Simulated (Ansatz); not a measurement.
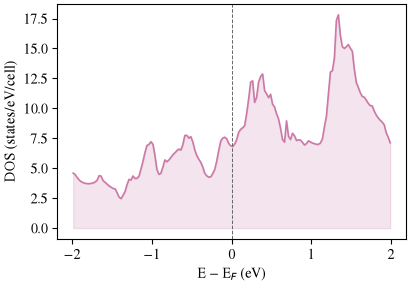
Fig. 1. Density of states of Ca₃Hg₂ (P4/mbm) near the Fermi level, PBEsol, rigid bands (Ansatz, a first-principles code).

Problem. With 10 atoms a cell, what bare Sommerfeld coefficient γ = (π²/3) k_B² N(E_F) follows?

Solution. N(E_F) ≈ 7.1 states/eV a cell at 300 K, so γ ≈ 1.67 mJ/(mol of atoms·K²), before electron-phonon enhancement.

Problem. How far does the Fermi level move in a rigid band for 0.1 electron a cell added or removed?

Solution. 14 meV and -14 meV.

A metal at this level (no band gap); rigid bands, thermally averaged at 300 K, both spins. Spin-orbit coupling is left out, which matters with elements this heavy. Geometry: cell and atoms relaxed with PBEsol.

Computed structure, not matched to a measured one here, so possibly hypothetical: Ca3Hg2 (P4/mbm).
